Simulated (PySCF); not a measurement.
# C5H12Si2: electronic excitations

Wanted: the electronic excitations of C5H12Si2 (`CC(C)[SiH2]C#C[SiH3]`), by calculation.

Computed with PySCF 2.14.0, with density-fitted response routines of our own, on a single molecule in the gas phase. Atoms are numbered from 0 throughout.

### 1 Starting geometry

19 atoms, charge 0, multiplicity 1; geometry from: GFN2-xTB.

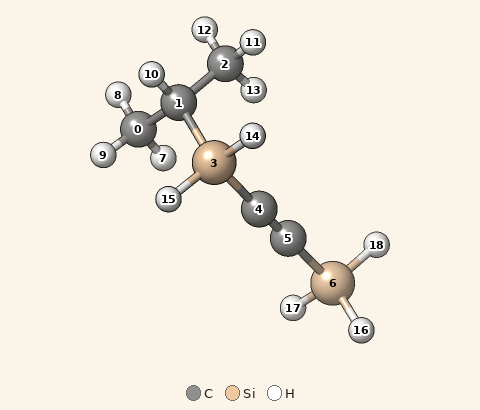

As it starts; carbon grey, silicon light orange, hydrogen white, atoms numbered; sticks join atoms by distance.

### 2 Excited states and response: PBE0/def2-SVPD

The job: settings as JSON, then the geometry in Å.

```
{"job": {"kind": "uv", "xc": "PBE0", "basis": "def2-SVPD", "nstates": 8, "ntriplets": 3}, "charge": 0, "multiplicity": 1}
C     -1.649320     1.373957    -0.381316
C     -1.776585    -0.147540    -0.400664
C     -1.869406    -0.682468     1.026270
Si    -0.323477    -0.953066    -1.349806
C      1.231678    -0.502951    -0.452358
C      2.226113    -0.187455     0.163767
Si     3.746773     0.289781     1.101168
H     -0.726002     1.672630     0.112549
H     -2.483533     1.823472     0.157908
H     -1.640730     1.777638    -1.392098
H     -2.712848    -0.398224    -0.913587
H     -2.019480    -1.760355     1.030007
H     -2.702632    -0.221493     1.556900
H     -0.954720    -0.463308     1.574613
H     -0.468473    -2.414533    -1.353256
H     -0.257041    -0.424941    -2.718689
H      4.908110    -0.297982     0.428417
H      3.838666     1.752739     1.111841
H      3.623104    -0.226650     2.467409
```

With the program's defaults for keys left out, this is: TDDFT PBE0/def2-SVPD, vertical, gas phase, core orbitals frozen in the response.

Started as:

```sh
$ OMP_NUM_THREADS=1 python probes_run.py task.json out
```

One launch serves the whole session: the jobs run in the order shown.

What it wrote:

```text
coarse grid: 16120 points
cycle   1  E = -775.7213759289  dE =  2.923e-01  |g| = 4.547e-01  |ddm| = 7.975e+00
cycle   2  E = -775.7028533810  dE =  1.852e-02  |g| = 5.167e-01  |ddm| = 2.107e+00
cycle   3  E = -775.7786558644  dE = -7.580e-02  |g| = 5.874e-02  |ddm| = 9.093e-01
cycle   4  E = -775.7788481771  dE = -1.923e-04  |g| = 5.394e-02  |ddm| = 1.846e-01
cycle   5  E = -775.7795643583  dE = -7.162e-04  |g| = 1.271e-02  |ddm| = 9.073e-02
cycle   6  E = -775.7796053328  dE = -4.097e-05  |g| = 2.939e-03  |ddm| = 2.703e-02
cycle   7  E = -775.7796075727  dE = -2.240e-06  |g| = 4.820e-04  |ddm| = 6.344e-03
final grid: 144360 points
cycle   8  E = -775.8823894243  dE = -3.251e-05  |g| = 7.311e-03  |ddm| = 1.424e-01
cycle   9  E = -775.8823824391  dE =  6.985e-06  |g| = 8.901e-03  |ddm| = 2.645e-02
cycle  10  E = -775.8824039524  dE = -2.151e-05  |g| = 7.899e-04  |ddm| = 1.294e-02
cycle  11  E = -775.8824040743  dE = -1.219e-07  |g| = 4.075e-04  |ddm| = 1.720e-03
cycle  12  E = -775.8824041137  dE = -3.942e-08  |g| = 1.302e-04  |ddm| = 7.833e-04
cycle  13  E = -775.8824041180  dE = -4.256e-09  |g| = 2.751e-05  |ddm| = 2.426e-04
cycle  14  E = -775.8824041182  dE = -2.040e-10  |g| = 4.603e-06  |ddm| = 7.087e-05
converged SCF energy = -775.8824041182

Static polarisability (au): isotropic 115.631, principal 96.794 104.047 146.053

Singlet excitations
state   eV       nm        f      main configurations
  1   5.6436    219.7   0.00001   H-1->L 0.51, H->L+1 0.38
  2   5.8658    211.4   0.01420   H->L 0.49, H-1->L+1 0.42
  3   5.8696    211.2   0.00413   H->L+1 0.46, H-1->L 0.45
  4   6.8390    181.3   0.27402   H-2->L 0.46, H->L 0.36, H-1->L+1 0.14
  5   6.9559    178.2   0.00241   H-2->L+1 0.84, H->L+1 0.14
  6   7.2332    171.4   0.00384   H->L+2 0.93
  7   7.3556    168.6   0.00022   H-1->L+2 0.95
  8   7.6257    162.6   0.28112   H->L+3 0.36, H-2->L 0.17, H->L+5 0.16

Triplet excitations (Tamm-Dancoff, eV): 4.6218 5.0462 5.0487
```

Wall time 1.7 min (1 thread of Arm Neoverse N1, shared host); peak memory 0.91 GiB.

The orbitals next to the gap, with their largest atomic shares:

```csv
orbital,eV,atoms
HOMO−3,-9.55,"C2 22 %, C1 20 %, C0 20 %"
HOMO−2,-8.62,"C4 21 %, C5 17 %, C1 15 %"
HOMO−1,-8.05,"C5 37 %, C4 37 %, Si3 7 %"
HOMO,-7.84,"C5 23 %, C4 22 %, C1 18 %"
LUMO,-0.49,"C5 25 %, C4 25 %, Si6 14 %"
LUMO+1,-0.38,"C5 27 %, C4 27 %, Si6 16 %"
LUMO+2,0.42,"Si6 31 %, C5 11 %, Si3 10 %"
```

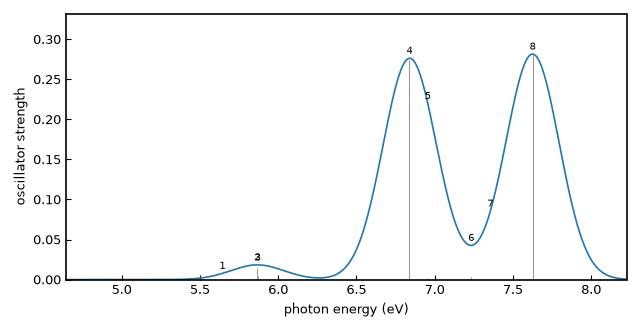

Absorption spectrum from the 8 singlet states computed; above the last one it falls off for lack of states. Lines are broadened to a width of 0.40 eV (Gaussian).

Ground-state properties from the same run:

```csv
property,computed
dipole moment (D),0.68
polarisability (Å³),17.13
HOMO–LUMO gap (eV),7.34
−ε(HOMO) (eV),7.84
```

### 3 Results

| quantity | value |
| --- | --- |
| lowest singlet (PBE0/def2-SVPD) | 5.64 eV (220 nm), f = 0.000 |
| brightest single state of those computed | state 8, 7.63 eV, f = 0.281 |
| lowest triplet | 4.62 eV |

What this shows: The first singlet state (HOMO−1→LUMO 0.51, HOMO→LUMO+1 0.38) lies at 5.64 eV and is dark; of the 8 states computed, the strongest absorption comes from state 8 at 7.63 eV (the last computed, so partners may be missing). The lowest triplet lies 1.02 eV below the lowest singlet (triplets in Tamm-Dancoff, singlets in full TDDFT).
